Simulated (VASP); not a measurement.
Band structure of TaSe$_{2}$ (space group P6_3/mmc). Computed with PBEsol GGA with spin-orbit coupling, VASP's PBE PAW potentials (set 64) (plane waves; VASP).

Without a dispersion term in the relaxation, distances and binding between the weakly bound layers, chains or molecules are unreliable, and so is what depends on them.

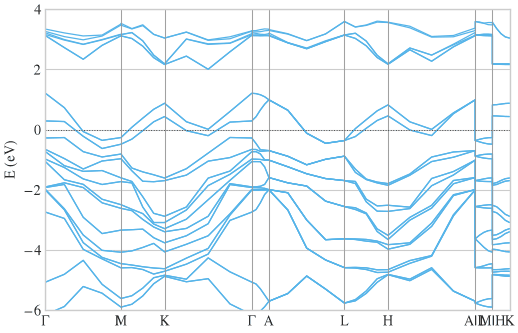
Figure. Bands along high-symmetry lines, zero at the valence-band maximum or, without a gap, the Fermi level

**Question.** Read the plot: is there a gap, and where are the band edges?

**Answer.** It has no gap at this level: it comes out as a metal or semimetal.

The structure comes from a computed database's TaSe2 entry (P6_3/mmc); how it stands against other phases isn't given here. It was relaxed first, which changed the volume by -6 %.
